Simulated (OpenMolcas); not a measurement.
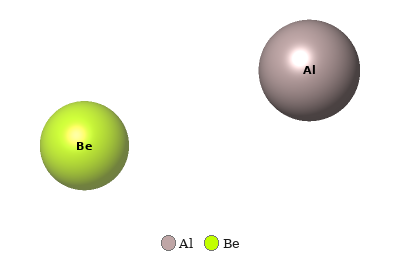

Figure 1. The molecule at the reference distance of 2.816 Å.

## Relativistic diatomic calculation for AlBe⁺ (part 1 of 2)

- system: AlBe⁺.
- method: SA-CASSCF(4,8)/XMS-CASPT2 + RASSI spin-orbit (X2C scalar, AMFI), ANO-RCC-VTZP (OpenMolcas)

### Key numbers

```
               quantity                                                                 value
                outcome                                                             converged
 lowest spin-free state                                                                    ¹Σ
lowest spin-orbit level                                             Ω = 0, −256.95959 hartree
             next level                                                    Ω = 0, 15,563 cm⁻¹
               hardware  1 thread of Arm Neoverse V1, 24 GiB of memory available, shared host
              wall time                                                                  27 s
```

### Input file
```
&GATEWAY
Coord
2
angstrom
Al 0.0 0.0 0.0
Be 0.0 0.0 2.8160
Basis=ANO-RCC-VTZP
Group=XY
RX2C
AMFI
ANGMom
0.0 0.0 0.0
RICD
&SEWARD
&GUESSORB
&RASSCF
FileOrb=$CurrDir/o11.orb
Symmetry=1
Spin=1
nActEl=4 0 0
Inactive=4 2
RAS2=4 4
CIRoot=3 3 1
Linear
Iterations=120 100
OrbListing=Nothing
PRWF=0.15
>>COPY $Project.RasOrb $CurrDir/o11.orb
>>COPY $Project.rasscf.h5 $CurrDir/r11.h5
&CASPT2
XMultistate=all
Imaginary=0.2
IPEA=0.25
MaxIter=40
>>COPY $Project.JobMix JOB001
&RASSCF
FileOrb=$CurrDir/o31.orb
Symmetry=1
Spin=3
nActEl=4 0 0
Inactive=4 2
RAS2=4 4
CIRoot=2 2 1
Linear
Iterations=120 100
OrbListing=Nothing
PRWF=0.15
>>COPY $Project.RasOrb $CurrDir/o31.orb
>>COPY $Project.rasscf.h5 $CurrDir/r31.h5
&CASPT2
XMultistate=all
Imaginary=0.2
IPEA=0.25
MaxIter=40
>>COPY $Project.JobMix JOB002
&RASSCF
FileOrb=$CurrDir/o32.orb
Symmetry=2
Spin=3
nActEl=4 0 0
Inactive=4 2
RAS2=4 4
CIRoot=6 6 1
Linear
Iterations=120 100
OrbListing=Nothing
PRWF=0.15
>>COPY $Project.RasOrb $CurrDir/o32.orb
>>COPY $Project.rasscf.h5 $CurrDir/r32.h5
&CASPT2
XMultistate=all
Imaginary=0.2
IPEA=0.25
MaxIter=40
>>COPY $Project.JobMix JOB003
&RASSCF
FileOrb=$CurrDir/o12.orb
Symmetry=2
Spin=1
nActEl=4 0 0
Inactive=4 2
RAS2=4 4
CIRoot=4 4 1
Linear
Iterations=120 100
OrbListing=Nothing
PRWF=0.15
>>COPY $Project.RasOrb $CurrDir/o12.orb
>>COPY $Project.rasscf.h5 $CurrDir/r12.h5
&CASPT2
XMultistate=all
Imaginary=0.2
IPEA=0.25
MaxIter=40
>>COPY $Project.JobMix JOB004
&RASSCF
FileOrb=$CurrDir/o52.orb
Symmetry=2
Spin=5
nActEl=4 0 0
Inactive=4 2
RAS2=4 4
CIRoot=2 2 1
Linear
Iterations=120 100
OrbListing=Nothing
PRWF=0.15
>>COPY $Project.RasOrb $CurrDir/o52.orb
>>COPY $Project.rasscf.h5 $CurrDir/r52.h5
&CASPT2
XMultistate=all
Imaginary=0.2
IPEA=0.25
MaxIter=40
>>COPY $Project.JobMix JOB005
&RASSI
Nr of JobIphs=5 3 2 6 4 2
1 2 3
1 2
1 2 3 4 5 6
1 2 3 4
1 2
SpinOrbit
EJob
Omega
MEES
MESO
Properties=4
'AngMom' 3 'Mltpl  1' 1 'Mltpl  1' 2 'Mltpl  1' 3
Thrs=1.0d-4
>>COPY $Project.rassi.h5 $CurrDir/so.h5
```

The first orbital files come from an earlier step.

Launched with:
```bash
pymolcas m.inp (one call a module block, same work directory)
```

### Output (extracts)
```
++    Wave function specifications:
      Number of closed shell electrons          12
      Number of electrons in active shells       4
      Number of inactive orbitals                6
      Number of active orbitals                  8
      Number of secondary orbitals              50
      Spin quantum number                      0.0
      State symmetry                             1
++    Orbital specifications:
      Symmetry species                           1   2
                                                 a   b
      Frozen orbitals                            0   0
      Inactive orbitals                          4   2
      Active orbitals                            4   4
      RAS2 orbitals                              4   4
      Secondary orbitals                        26  24
      Number of basis functions                 34  30
      printout of CI-coefficients larger than  0.15 for root  1
      energy=    -256.771442
      conf/sym  1111 2222     Coeff  Weight
             6  0220 0000  -0.86351 0.74564
            11  02ud 0000  -0.35169 0.12369
      printout of CI-coefficients larger than  0.15 for root  2
      energy=    -256.595485
      conf/sym  1111 2222     Coeff  Weight
             3  u2d0 0000  -0.26401 0.06970
             6  0220 0000   0.35210 0.12397
            11  02ud 0000  -0.81824 0.66951
            17  0202 0000   0.15792 0.02494
      printout of CI-coefficients larger than  0.15 for root  3
      energy=    -256.574584
      conf/sym  1111 2222     Coeff  Weight
             3  u2d0 0000   0.30785 0.09477
             8  u20d 0000   0.26047 0.06785
            11  02ud 0000  -0.25770 0.06641
            14  0u2d 0000  -0.47784 0.22833
            17  0202 0000  -0.61598 0.37943
      Natural orbitals and occupation numbers for root  1
      sym 1:   0.017758   1.896110   1.814314   0.089942
      sym 2:   0.051530   0.051530   0.039409   0.039409
      Natural orbitals and occupation numbers for root  2
      sym 1:   0.050719   1.892759   1.641820   0.297856
      sym 2:   0.042243   0.042243   0.016180   0.016180
      Natural orbitals and occupation numbers for root  3
      sym 1:   0.126736   1.711326   0.693079   1.280514
      sym 2:   0.074418   0.074418   0.019755   0.019755
      RASSCF energy for state  3                   -256.57458364
::    RASSCF root number  1 Total energy:   -256.77144238
::    RASSCF root number  2 Total energy:   -256.59548526
::    RASSCF root number  3 Total energy:   -256.57458364
      Von Neumann Entropy (Root   1) =  0.95750
++    Wave function specifications:
      Number of closed shell electrons           6
      Number of electrons in active shells       4
      Number of inactive orbitals                3
      Number of active orbitals                  8
      Number of secondary orbitals              50
      Spin quantum number                      0.0
      State symmetry                             1
      Number of CSFs                           176
      Number of CASSCF root(s) available         3
      CASPT2 state passed to geometry opt.       3
      A file JOBMIX will be created
      This is a MULTI-STATE CASSCF reference
      Number of CI roots used                    3
      These are:                                 1   2   3
      Off-diagonal elements of Heff are computed
  FINAL CASPT2 RESULT:
      Reference energy:        -256.7714423796
      E2 (Non-variational):      -0.1905847050
      Shift correction:          -0.0006088499
      E2 (Variational):          -0.1911935549
      Total energy:            -256.9626359345
      Reference weight:           0.97492
  FINAL CASPT2 RESULT:
      Reference energy:        -256.5954852641
      E2 (Non-variational):      -0.2011062183
      Shift correction:          -0.0016382382
      E2 (Variational):          -0.2027444565
      Total energy:            -256.7982297205
      Reference weight:           0.96159
  FINAL CASPT2 RESULT:
      Reference energy:        -256.5745836392
      E2 (Non-variational):      -0.1927607593
      Shift correction:          -0.0016741630
      E2 (Variational):          -0.1944349223
      Total energy:            -256.7690185615
      Reference weight:           0.96627
       Total XMS-CASPT2 energies:
::    XMS-CASPT2 Root  1     Total energy:   -256.95958542
::    XMS-CASPT2 Root  2     Total energy:   -256.79899268
::    XMS-CASPT2 Root  3     Total energy:   -256.77130612
++    Wave function specifications:
      Number of closed shell electrons          12
      Number of electrons in active shells       4
      Number of inactive orbitals                6
      Number of active orbitals                  8
      Number of secondary orbitals              50
      Spin quantum number                      1.0
      State symmetry                             1
      printout of CI-coefficients larger than  0.15 for root  1
      energy=    -256.705271
      conf/sym  1111 2222     Coeff  Weight
             8  02uu 0000  -0.95275 0.90772
      printout of CI-coefficients larger than  0.15 for root  2
      energy=    -256.576747
      conf/sym  1111 2222     Coeff  Weight
             2  u2u0 0000   0.48767 0.23782
             5  u20u 0000   0.28102 0.07897
            11  0u2u 0000  -0.73839 0.54522
            15  0uu2 0000   0.22456 0.05043
      Natural orbitals and occupation numbers for root  1
      sym 1:   0.031406   1.890857   1.001735   0.979776
      sym 2:   0.038723   0.038723   0.009389   0.009389
      Natural orbitals and occupation numbers for root  2
      sym 1:   0.349726   1.257116   1.497525   0.796472
      sym 2:   0.039955   0.039955   0.009625   0.009625
      RASSCF energy for state  2                   -256.57674682
::    RASSCF root number  1 Total energy:   -256.70527081
::    RASSCF root number  2 Total energy:   -256.57674682
      Von Neumann Entropy (Root   1) =  1.46757
++    Wave function specifications:
      Number of closed shell electrons           6
      Number of electrons in active shells       4
      Number of inactive orbitals                3
      Number of active orbitals                  8
      Number of secondary orbitals              50
      Spin quantum number                      1.0
      State symmetry                             1
      Number of CSFs                           186
      Number of CASSCF root(s) available         2
      CASPT2 state passed to geometry opt.       2
      A file JOBMIX will be created
      This is a MULTI-STATE CASSCF reference
      Number of CI roots used                    2
      These are:                                 1   2
      Off-diagonal elements of Heff are computed
  FINAL CASPT2 RESULT:
      Reference energy:        -256.7052708053
      E2 (Non-variational):      -0.1834488526
      Shift correction:          -0.0004521051
      E2 (Variational):          -0.1839009577
      Total energy:            -256.8891717630
      Reference weight:           0.97937
  FINAL CASPT2 RESULT:
      Reference energy:        -256.5767468171
      E2 (Non-variational):      -0.1865108978
      Shift correction:          -0.0009408772
      E2 (Variational):          -0.1874517750
      Total energy:            -256.7641985920
      Reference weight:           0.97298
       Total XMS-CASPT2 energies:
::    XMS-CASPT2 Root  1     Total energy:   -256.88867223
::    XMS-CASPT2 Root  2     Total energy:   -256.76469813
++    Wave function specifications:
      Number of closed shell electrons          12
      Number of electrons in active shells       4
      Number of inactive orbitals                6
      Number of active orbitals                  8
      Number of secondary orbitals              50
      Spin quantum number                      1.0
      State symmetry                             2
      printout of CI-coefficients larger than  0.15 for root  1
      energy=    -256.677782
      conf/sym  1111 2222     Coeff  Weight
            18  02u0 0u00  -0.85486 0.73078
            20  02u0 000u   0.36143 0.13063
            32  0u20 000u   0.23438 0.05493
      printout of CI-coefficients larger than  0.15 for root  2
      energy=    -256.677782
      conf/sym  1111 2222     Coeff  Weight
            17  02u0 u000  -0.85486 0.73078
            19  02u0 00u0   0.36143 0.13063
            31  0u20 00u0   0.23438 0.05493
      printout of CI-coefficients larger than  0.15 for root  3
      energy=    -256.630767
      conf/sym  1111 2222     Coeff  Weight
            18  02u0 0u00  -0.31906 0.10180
            20  02u0 000u  -0.71487 0.51104
            30  0u20 0u00   0.53442 0.28561
      printout of CI-coefficients larger than  0.15 for root  4
      energy=    -256.630767
      conf/sym  1111 2222     Coeff  Weight
            17  02u0 u000  -0.31906 0.10180
            19  02u0 00u0  -0.71487 0.51104
            29  0u20 u000   0.53442 0.28561
      printout of CI-coefficients larger than  0.15 for root  5
      energy=    -256.586241
      conf/sym  1111 2222     Coeff  Weight
            19  02u0 00u0  -0.28870 0.08335
            29  0u20 u000  -0.54106 0.29274
            41  020u u000  -0.64078 0.41060
            53  002u u000   0.18331 0.03360
            93  0uuu d000  -0.19949 0.03980
      printout of CI-coefficients larger than  0.15 for root  6
      energy=    -256.586241
      conf/sym  1111 2222     Coeff  Weight
            20  02u0 000u  -0.28870 0.08335
            30  0u20 0u00  -0.54106 0.29274
            42  020u 0u00  -0.64078 0.41060
            54  002u 0u00   0.18331 0.03360
            94  0uuu 0d00  -0.19949 0.03980
      Natural orbitals and occupation numbers for root  1
      sym 1:   0.014808   1.859472   1.013372   0.048662
      sym 2:   0.030665   0.940220   0.007912   0.084889
      Natural orbitals and occupation numbers for root  2
      sym 1:   0.014808   1.859472   1.013372   0.048662
      sym 2:   0.940220   0.030665   0.084889   0.007912
      Natural orbitals and occupation numbers for root  3
      sym 1:   0.012257   1.624658   1.221263   0.062618
      sym 2:   0.025621   0.314456   0.015858   0.723269
      Natural orbitals and occupation numbers for root  4
      sym 1:   0.012257   1.624658   1.221263   0.062618
      sym 2:   0.314456   0.025621   0.723269   0.015858
      Natural orbitals and occupation numbers for root  5
      sym 1:   0.017015   1.470903   0.918398   0.567282
      sym 2:   0.881137   0.014898   0.124494   0.005873
      Natural orbitals and occupation numbers for root  6
      sym 1:   0.017015   1.470903   0.918398   0.567282
      sym 2:   0.014898   0.881137   0.005873   0.124494
      RASSCF energy for state  6                   -256.58624100
::    RASSCF root number  1 Total energy:   -256.67778208
::    RASSCF root number  2 Total energy:   -256.67778208
::    RASSCF root number  3 Total energy:   -256.63076684
::    RASSCF root number  4 Total energy:   -256.63076684
::    RASSCF root number  5 Total energy:   -256.58624100
::    RASSCF root number  6 Total energy:   -256.58624100
      Von Neumann Entropy (Root   1) =  1.60692
++    Wave function specifications:
      Number of closed shell electrons           6
      Number of electrons in active shells       4
      Number of inactive orbitals                3
      Number of active orbitals                  8
      Number of secondary orbitals              50
      Spin quantum number                      1.0
      State symmetry                             2
      Number of CSFs                           192
      Number of CASSCF root(s) available         6
      CASPT2 state passed to geometry opt.       6
      A file JOBMIX will be created
      This is a MULTI-STATE CASSCF reference
      Number of CI roots used                    6
      These are:                                 1   2   3   4   5   6
      Off-diagonal elements of Heff are computed
  FINAL CASPT2 RESULT:
      Reference energy:        -256.6777820834
      E2 (Non-variational):      -0.1929233653
      Shift correction:          -0.0011923079
      E2 (Variational):          -0.1941156732
      Total energy:            -256.8718977566
      Reference weight:           0.96842
  FINAL CASPT2 RESULT:
      Reference energy:        -256.6777820833
      E2 (Non-variational):      -0.1929233659
      Shift correction:          -0.0011923079
      E2 (Variational):          -0.1941156738
      Total energy:            -256.8718977571
      Reference weight:           0.96842
  FINAL CASPT2 RESULT:
      Reference energy:        -256.6307668437
      E2 (Non-variational):      -0.1903516052
      Shift correction:          -0.0013310438
      E2 (Variational):          -0.1916826490
      Total energy:            -256.8224494927
      Reference weight:           0.96977
  FINAL CASPT2 RESULT:
      Reference energy:        -256.6307668434
      E2 (Non-variational):      -0.1903516025
      Shift correction:          -0.0013310427
      E2 (Variational):          -0.1916826452
      Total energy:            -256.8224494886
      Reference weight:           0.96977
  FINAL CASPT2 RESULT:
      Reference energy:        -256.5862409985
      E2 (Non-variational):      -0.1896907665
      Shift correction:          -0.0015802507
      E2 (Variational):          -0.1912710172
      Total energy:            -256.7775120157
      Reference weight:           0.96782
  FINAL CASPT2 RESULT:
      Reference energy:        -256.5862409984
      E2 (Non-variational):      -0.1896907697
      Shift correction:          -0.0015802517
      E2 (Variational):          -0.1912710214
      Total energy:            -256.7775120197
      Reference weight:           0.96782
       Total XMS-CASPT2 energies:
::    XMS-CASPT2 Root  1     Total energy:   -256.87105308
::    XMS-CASPT2 Root  2     Total energy:   -256.87105308
::    XMS-CASPT2 Root  3     Total energy:   -256.82040374
::    XMS-CASPT2 Root  4     Total energy:   -256.82040374
::    XMS-CASPT2 Root  5     Total energy:   -256.78040245
::    XMS-CASPT2 Root  6     Total energy:   -256.78040245
++    Wave function specifications:
      Number of closed shell electrons          12
      Number of electrons in active shells       4
      Number of inactive orbitals                6
      Number of active orbitals                  8
      Number of secondary orbitals              50
      Spin quantum number                      0.0
      State symmetry                             2
      printout of CI-coefficients larger than  0.15 for root  1
      energy=    -256.632748
      conf/sym  1111 2222     Coeff  Weight
            18  02u0 0d00  -0.85628 0.73321
            19  02u0 00d0   0.19641 0.03858
            42  020u 0d00  -0.29605 0.08765
            43  020u 00d0   0.25094 0.06297
      printout of CI-coefficients larger than  0.15 for root  2
      energy=    -256.632748
      conf/sym  1111 2222     Coeff  Weight
            17  02u0 d000  -0.85628 0.73321
            20  02u0 000d  -0.19641 0.03858
            41  020u d000  -0.29605 0.08765
            44  020u 000d  -0.25094 0.06297
      printout of CI-coefficients larger than  0.15 for root  3
      energy=    -256.581013
      conf/sym  1111 2222     Coeff  Weight
            17  02u0 d000   0.33073 0.10938
            20  02u0 000d  -0.60234 0.36282
            29  0u20 d000  -0.22799 0.05198
            41  020u d000  -0.61626 0.37977
      printout of CI-coefficients larger than  0.15 for root  4
      energy=    -256.581013
      conf/sym  1111 2222     Coeff  Weight
            18  02u0 0d00  -0.33073 0.10938
            19  02u0 00d0  -0.60234 0.36282
            30  0u20 0d00   0.22799 0.05198
            42  020u 0d00   0.61626 0.37977
      Natural orbitals and occupation numbers for root  1
      sym 1:   0.014959   1.893111   0.976835   0.085563
      sym 2:   0.024688   0.967098   0.034673   0.003073
      Natural orbitals and occupation numbers for root  2
      sym 1SPIN-FREE ENERGIES:
  (Shifted by EMIN (a.u.) =       -256.9595854177)
 SF State       Relative EMIN(au)   Rel lowest level(eV)    D:o, cm**(-1)      Abs_M
     1             0.0000000000        0.0000000000              0.0000         0.0
     4             0.0709131927        1.9296462755          15563.6468         0.0
     6             0.0885323410        2.4090877260          19430.6029         1.0
     7             0.0885323410        2.4090877260          19430.6029         1.0
    12             0.1233261801        3.3558763197          27066.9679         1.0
    13             0.1233261880        3.3558765356          27066.9696         1.0
     8             0.1391816777        3.7873263895          30546.8474         1.0
     9             0.1391816818        3.7873265008          30546.8483         1.0
     2             0.1605927419        4.3699511276          35246.0328         0.0
    14             0.1769880119        4.8160891526          38844.3787         1.0
    15             0.1769880161        4.8160892667          38844.3796         1.0
    10             0.1791829652        4.8758168737          39326.1152         1.0
    11             0.1791829690        4.8758169785          39326.1161         1.0
     3             0.1882792947        5.1233406114          41322.5288         0.0
     5             0.1948872878        5.3031532617          42772.8156         0.0
    16             0.2241049977        6.0982076531          49185.3618         1.0
    17             0.2241049977        6.0982076531          49185.3618         1.0
```

(Continued in part 2.)
